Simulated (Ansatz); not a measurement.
GeH₅Cl: several calculations on one system

Part 1: Relaxation

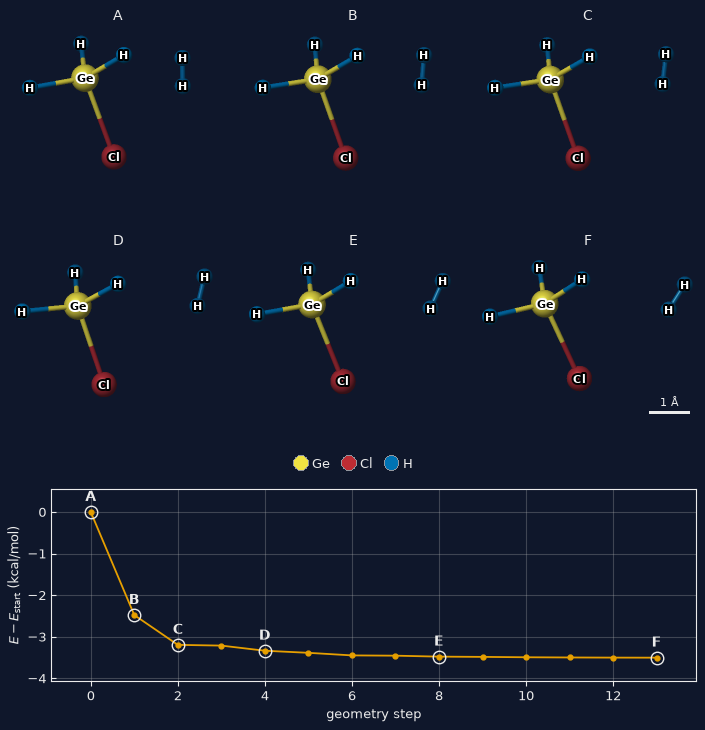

Frames of a relaxation of GeH5Cl, marked on the history of the run. Style: ball-and-stick. Shown from a free direction.

The run prepares an end point of a later path (reaction) calculation, from a guessed geometry.

Method: RKS revPBE-D4/def2-SVP in Ansatz 0.2.0. Settings: no spin polarisation; force threshold 0.03 eV/Å; at most 50 steps.

Question: Describe the path.

Answer: The energy falls by 3.50 kcal/mol in 13 geometry steps. Largest force component: 1.6 eV/Å at the start, 0.023 eV/Å at the end. The forces were under the threshold at step 8, but the run went on from there. The atom that moves furthest after the best rigid fit is an H atom (0.91 Å). Largest moves by element: H 0.91 Å, Ge 0.29 Å, Cl 0.16 Å. Among the contacts that change: H–H 0.721 → 0.767 Å, Cl–Ge 2.212 → 2.192 Å. From step 0 to 1: an H atom moves most (0.19 Å), energy −2.48 kcal/mol. From step 1 to 2: an H atom moves most (0.20 Å), energy −0.72 kcal/mol. From step 2 to 4: an H atom moves most (0.24 Å), energy −0.14 kcal/mol. From step 4 to 8: the Cl atom moves most (0.14 Å), energy −0.14 kcal/mol. From step 8 to 13: an H atom moves most (0.21 Å), energy −0.02 kcal/mol.

Limits of the set-up: the start holds two separate molecules, 2.6 Å apart at their closest, whose relative position is a soft coordinate.

Part 2: Relaxation

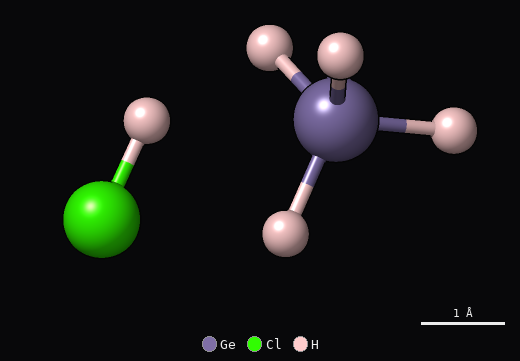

Starting structure of GeH5Cl. A ball-and-stick model, seen at a tilt.

The run prepares an end point of a later path (reaction) calculation, from a guessed geometry.

The calculation used RKS revPBE-D4/def2-SVP in Ansatz 0.2.0.

Input
```yaml
crystal:
  periodic: [false, false, false]
  atoms:
    - { symbol: Ge, position_ang: [-0.431396, 0.0, -0.416046] }
    - { symbol: Cl, position_ang: [0.098565, 0.0, 2.979663] }
    - { symbol: H, position_ang: [0.935479, 0.0, 0.288232] }
    - { symbol: H, position_ang: [-0.573652, 1.265574, -1.304443] }
    - { symbol: H, position_ang: [-0.573652, -1.265574, -1.304443] }
    - { symbol: H, position_ang: [-1.629591, 0.0, 0.569975] }
    - { symbol: H, position_ang: [-1.076853, 0.0, 2.345061] }
basis:
  gaussian: { orbitals: def2-SVP }
hamiltonian:
  xc: revpbe
  dispersion: d4
relax:
  f_tol: 0.03
  max_steps: 50
```

Launched with:
```bash
ansatz run input.yaml --threads 1 --pin off --max-ram 2048MiB --backend cpu --events-out ev --progress --plain --runs-dir out
```

Q: What does the optimiser find from here?

A: Over 4 accepted moves (5 points after the start) the energy falls by 0.136 eV. The largest force component goes from 0.9 to 0.011 eV/Å. The line search rejected the trial step at point 3 of the run. The largest move after the best rigid fit is that of Cl2, 0.45 Å. Largest moves by element: Cl 0.45 Å, H 0.25 Å, Ge 0.16 Å. Some distances before and after: Ge1–Cl2 3.437 → 4.026 Å, Cl2–H7 1.336 → 1.298 Å, Ge1–H3 1.538 → 1.546 Å. Bond angles that change, for instance: H3–Ge1–H6 113.3° → 109.4°. The run took 14 s on 1 thread of Intel(R) Xeon(R) Platinum 8259CL CPU @ 2.50GHz (Skylake/Cascade Lake) (shared host), peak memory 0.14 GiB.

History of the run:

```
step  E − E(0), eV  largest force component, eV/Å      note
   0        0.0000                         0.8967          
   1       -0.0910                         0.7046          
   2       -0.1247                         0.5247          
   3       -0.0746                         1.6526  rejected
   4       -0.1339                         0.1656          
   5       -0.1365                         0.0110
```

Final geometry:

```xyz
7

Ge   -0.4506    0.0000   -0.5716
Cl    0.0181    0.0000    3.4267
H     0.9077    0.0000    0.1664
H    -0.5834    1.2691   -1.4511
H    -0.5834   -1.2691   -1.4511
H    -1.6048    0.0000    0.4714
H    -0.9545    0.0000    2.5673
```

After the run, drawn alike:

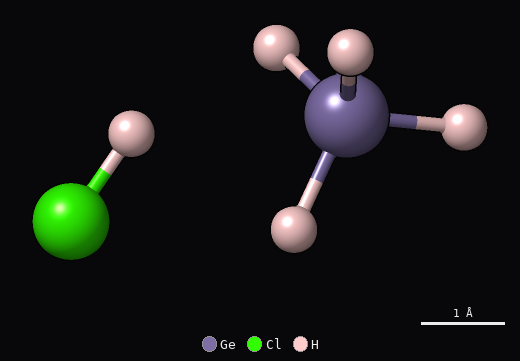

Part 3: Path

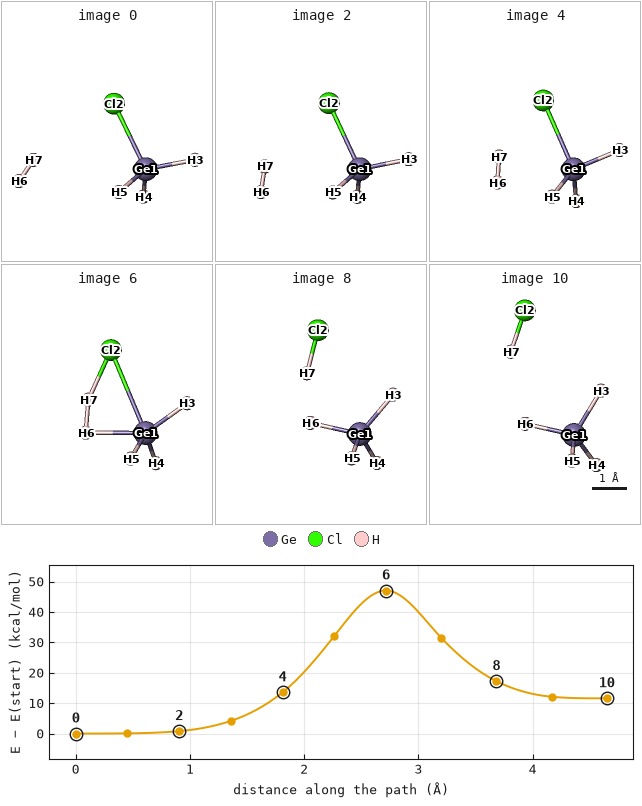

NEB run on GeH5Cl, made up at the start of GeH$_{3}$Cl and H$_{2}$. Images are numbered from 0 (start) to 10 (end). A ball-and-stick model, seen at a tilt.

Theory: RKS revPBE-D4/def2-SVP (Ansatz 0.2.0). Settings: 9 movable images; climbing image; force threshold 0.05 eV/Å; iteration limit 60; starting path through a guess of the saddle point.

Q: What happens along the path, and what is the barrier?

A: Breaking: Ge1–Cl2 (2.19 → 2.70 at the top → 4.03 Å), H6–H7 (0.77 → 0.98 at the top → 2.19 Å). Forming: Cl2–H7 (2.98 → 1.62 at the top → 1.30 Å), Ge1–H6 (3.94 → 1.85 at the top → 1.56 Å). The highest point, image 6, lies 47.1 kcal/mol above the start and 35.5 kcal/mol above the end; the end is at +11.6 kcal/mol relative to the start. The band converged in 10 iterations. The largest component of the band force went from 4.4 to 0.037 eV/Å. The climbing image converged on the top of the path. Its vibrational analysis gives 2 imaginary modes over 30i cm⁻¹, so it isn't confirmed as a transition state.

Limits of the set-up: the start holds two separate molecules, 3.0 Å apart at their closest, whose relative position is a soft coordinate.
